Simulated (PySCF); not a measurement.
# C3H5N3 (SMILES Cn1nccn1): what the fields show

Input

```
{"job": {"kind": "nmr", "xc": "PBE0", "basis": "pcSseg-2"}, "charge": 0, "multiplicity": 1}
C     -1.684685    -0.103997    -0.636616
N     -0.333152    -0.024664    -0.148392
N      0.346650    -1.093618     0.204879
C      1.509339    -0.605274     0.623378
C      1.469736     0.783299     0.499682
N      0.283594     1.125010     0.007811
H     -2.379364     0.284386     0.109700
H     -1.901060    -1.150305    -0.834392
H     -1.774999     0.480702    -1.551150
H      2.292468    -1.256176     0.976146
H      2.213747     1.528970     0.727931
```

Command:

```sh
OMP_NUM_THREADS=1 python probes_run.py task.json out
```

Geometry: PBE0-D3(BJ)/def2-TZVP.

Method: PBE0/pcSseg-2, SCF density, gas phase, non-relativistic in PySCF 2.14.0.

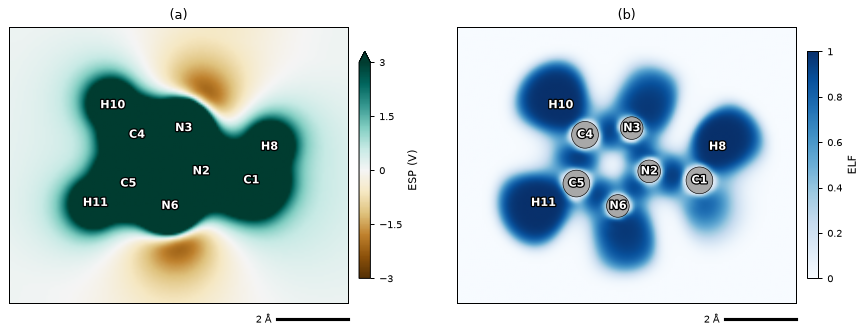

Figure 1. (a) electrostatic potential; (b) ELF on the plane of atoms N2, N6 and C5. Grey discs cover the atomic cores in the ELF map.

Question: Interpret the plot.

Answer:
- Atoms in the plane: C, N and H.
- N–N (1.31 Å): the ELF peaks at about 0.90 between the atoms (localised, covalent bonding).
- C–N (1.33 Å): the ELF peaks at about 0.90 between the atoms: localised, covalent bonding.
- C–C (1.39 Å): the ELF peaks at about 0.95 between the atoms: a covalent bond.
- C–H (1.08 Å): the ELF climbs to about 1 towards the hydrogen, as it does in any bond to H; an ordinary covalent bond to hydrogen.
- C–N (1.44 Å): the ELF peaks at about 0.95 between the atoms: a shared electron pair.
- The ELF also peaks beside N6 and N3, away from the bonds: lone-pair regions.
- Outside the dense part of the molecule the potential is most negative (−2.1 V) near N6.

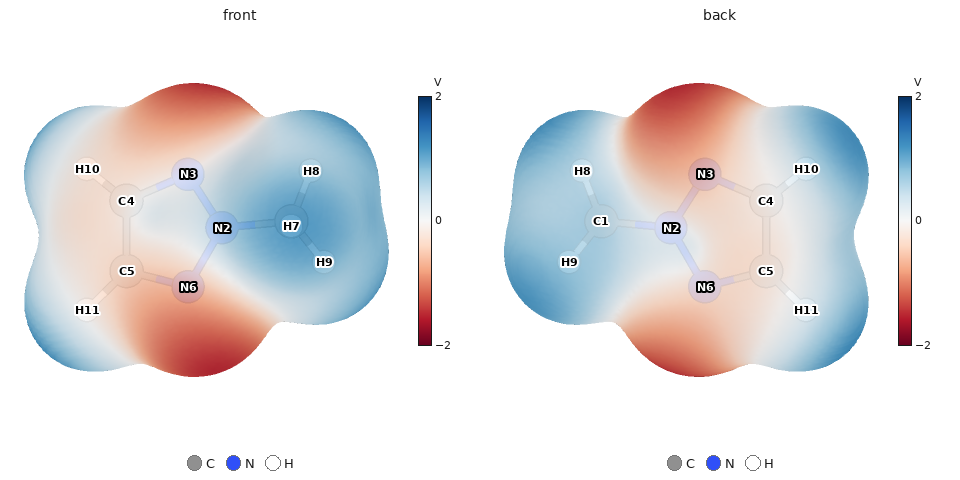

Figure 2. The molecular electrostatic potential painted on the density surface at 0.002 e/bohr³, seen from the front and from behind; red is negative and blue positive.

Question: Where is the surface potential most negative and most positive?

Answer: The most negative region (about −1.5 V, or −35 kcal/mol for a unit charge) lies over N3 and N6, the most positive (about +1.2 V, or +28 kcal/mol for a unit charge) over H10 and H11.

Question: How polar is the molecule by this calculation?

Answer: Its dipole moment is 0.53 D.
